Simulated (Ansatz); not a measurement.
**C2H10Si2 (SMILES C[SiH](C)[SiH3]): density, localisation and related maps**

```tsv
atom	x (Å)	y (Å)	z (Å)
C	-1.5917	-0.7879	0.2604
C	-0.5180	-0.5847	-2.6663
Si	-0.3160	-1.4382	-0.9841
Si	1.8615	-1.0749	-0.1601
H	-1.4601	0.3010	0.4254
H	-2.6228	-0.9572	-0.1127
H	-1.4927	-1.2978	1.2396
H	-0.5065	-2.9269	-1.1574
H	0.2108	-0.9757	-3.4044
H	-0.3597	0.5091	-2.5737
H	-1.5383	-0.7518	-3.0691
H	2.9077	-1.5913	-1.1156
H	2.0697	-1.7531	1.1706
H	2.1068	0.4017	0.0343
```

Geometry: PBE-D3(BJ)/def2-SVP.

Computed with isolated molecule in a Gaussian basis; Kohn-Sham density functional theory, functional PBE0 (Ansatz 0.2.0).

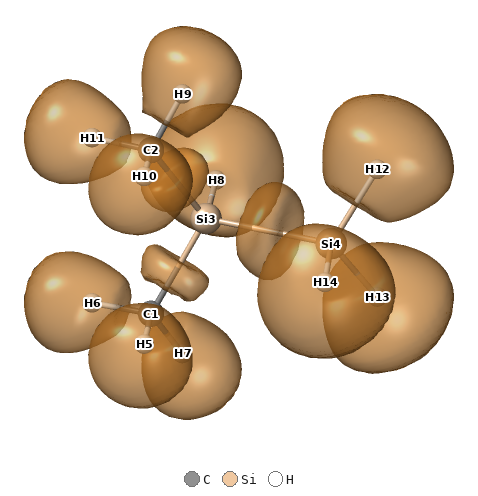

Figure 1. Isosurface of the ELF at 0.8 (orange), seen at a tilt. Only the valence region is drawn (cores and ρ < 0.01 e/Å³ removed).

Where are the electrons localised?

At this value the surface marks out two regions between bonded C–Si atoms (shared pairs), one region between bonded Si–Si atoms (shared pairs) and ten regions around hydrogen nuclei. Profiles from the grid: C–Si (1.90 Å): the ELF peaks at about 0.95 between the atoms, as expected for a covalent bond. Si–Si (2.36 Å): the ELF peaks at about 1 between the atoms; a covalent bond.

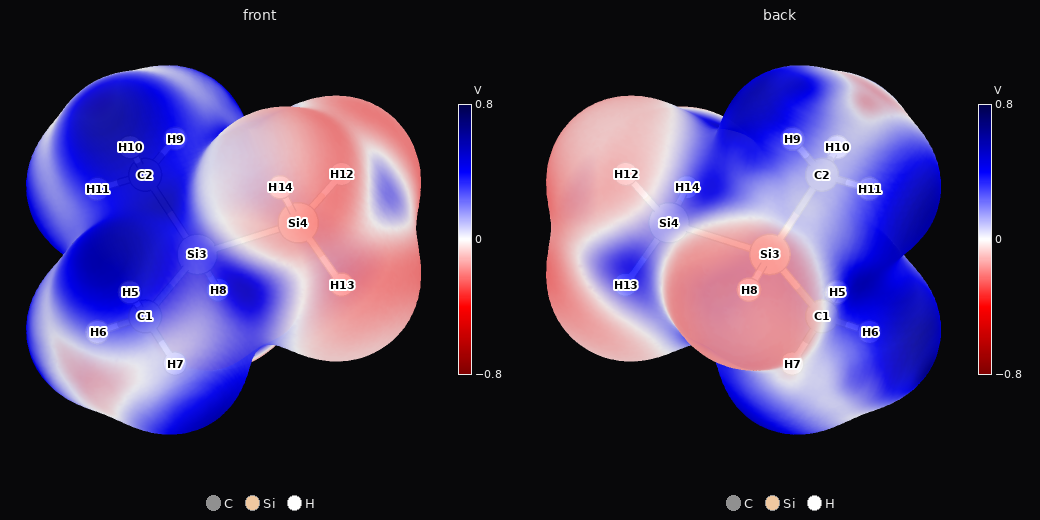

Figure 2. The molecular electrostatic potential painted on the density surface at 0.001 e/bohr³, seen from the front and from behind; red is negative and blue positive.

Describe the electrostatic potential map.

The most negative region (about −0.2 V) lies over H8, H12, H13 and H14, the most positive (about +0.6 V, or +14 kcal/mol for a unit charge) over the H and Si atoms.

How polar is the molecule by this calculation?

Its dipole moment is 1.14 D.

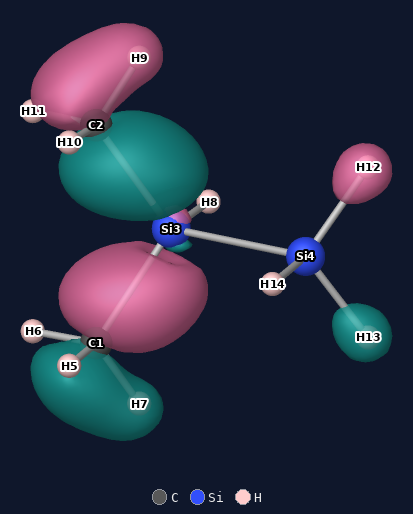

Figure 3. The HOMO−1 at ±0.15 Å⁻³ᐟ² (teal and pink are the two phases), seen at an oblique angle.

What is the character of this orbital?

Its weight (Hirshfeld) is mainly on C1 (about 25 %), C2 (about 25 %) and Si3 (about 20 %). Its energy is −8.83 eV.

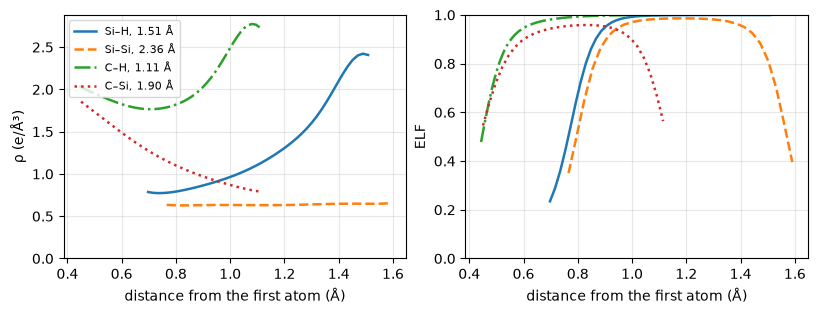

Figure 4. Total electron density and electron localisation function along straight lines between neighbouring atoms. The curves leave out the atomic cores.

Compare the contacts.

Si–H (1.51 Å): ρ is about 0.77 e/Å³ halfway; the ELF climbs to about 1 towards the hydrogen, as it does in any bond to H.
Si–Si (2.36 Å): ρ at the midpoint is about 0.63 e/Å³; the ELF peaks at about 1 between the atoms: a shared electron pair.
C–H (1.11 Å): the density is about 1.9 e/Å³ at the midpoint; the ELF climbs to about 1 towards the hydrogen: a covalent bond by its length.
C–Si (1.90 Å): the density is about 0.92 e/Å³ at the midpoint; the ELF peaks at about 0.95 between the atoms (a shared electron pair).
